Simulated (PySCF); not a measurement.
C₃H₅ClO₂Si₂

```csv
atom,x (Å),y (Å),z (Å)
C,-1.1440,1.6783,-0.7443
C,-0.7420,0.4826,-0.3494
Si,-1.5034,-1.0599,0.4773
O,0.0400,-1.6992,0.4046
Si,0.8886,-0.5026,-0.3713
Cl,1.5706,-1.1464,-2.1297
C,2.3078,0.0896,0.7710
O,3.2806,0.6815,0.3853
H,-2.1675,2.0018,-0.6233
H,-0.4767,2.3907,-1.2070
H,-1.8701,-0.9356,1.8772
H,-2.3752,-1.8620,-0.3630
H,2.1872,-0.1184,1.8549
```

Geometry: GFN2-xTB.

All numbers below come from PySCF 2.14.0, PBE0/pcSseg-1, SCF density, gas phase, non-relativistic.

**What can the converged electron density and electron localisation function tell about the bonding?**

C–C (1.32 Å): ρ at the midpoint is about 2.3 e/Å³; the ELF peaks at about 0.95 between the atoms: a short, multiple covalent bond.
Si–O (1.66 Å): ρ at the midpoint is about 1.1 e/Å³; the ELF peaks at about 0.85 between the atoms, as expected for a polar covalent bond.
C–Si (1.91 Å): ρ is about 0.89 e/Å³ halfway; the ELF peaks at about 0.95 between the atoms; a shared electron pair.
C–H (1.08 Å): ρ at the midpoint is about 2.1 e/Å³; the ELF climbs to about 1 towards the hydrogen, as it does in any bond to H: an ordinary covalent bond to hydrogen.

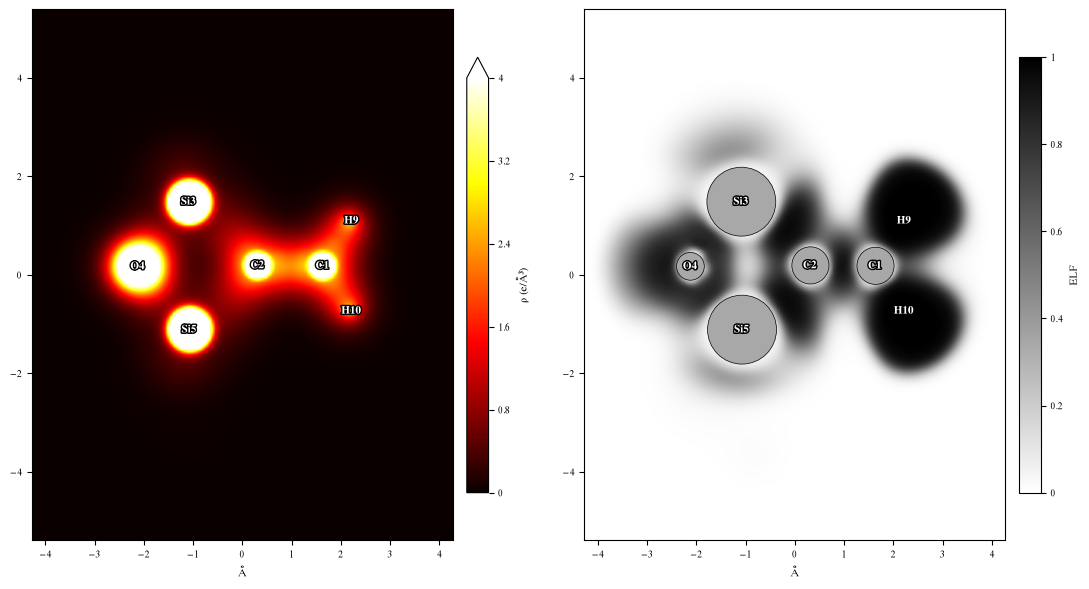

Computed electron density and electron localisation function on the plane of atoms C2, C1 and H10, in this order. Grey discs cover the atomic cores in the ELF map. 
